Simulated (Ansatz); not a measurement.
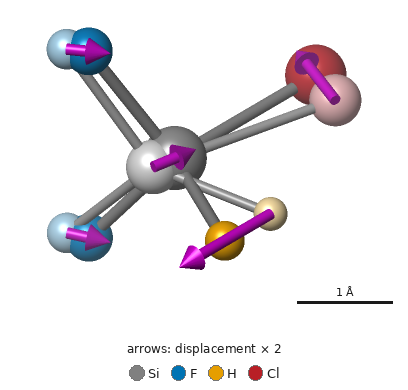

A relaxation of SiHClF2 (started from a transition state, displaced along its imaginary mode). The starting structure is drawn faded, the final one solid; purple arrows show the displacements, magnified 2 times. The two geometries are superimposed by the best rigid fit.

Style: ball-and-stick. Shown from a free direction.

Level of theory: RKS PBE0-D4/def2-TZVP (Ansatz). (force threshold 0.005 eV/Å; at most 200 steps)

Atoms of which element are displaced furthest, and by how much?

Answer. Hydrogen: up to 0.65 Å, against 0.46 Å for chlorine.

What happened in the run?

Answer. After 7 geometry steps the energy has fallen by 196.4 kJ/mol. The largest force component goes from 2.1 to 0.003 eV/Å. The largest move after the best rigid fit is that of the H atom, 0.65 Å. Largest moves by element: H 0.65 Å, Cl 0.46 Å, Si 0.27 Å, F 0.24 Å. Among the contacts that change: Cl–Si 2.210 → 2.018 Å, F–Si 1.606 → 1.577 Å, H–Si 1.459 → 1.464 Å. Among the angles between lasting bonds that change: H–Si–Cl 62.1° → 111.5°, F–Si–H 128.3° → 109.8°, F–Si–F 102.7° → 107.7°. Cost: 21 s on 2 threads of Arm Neoverse V2 (shared host).
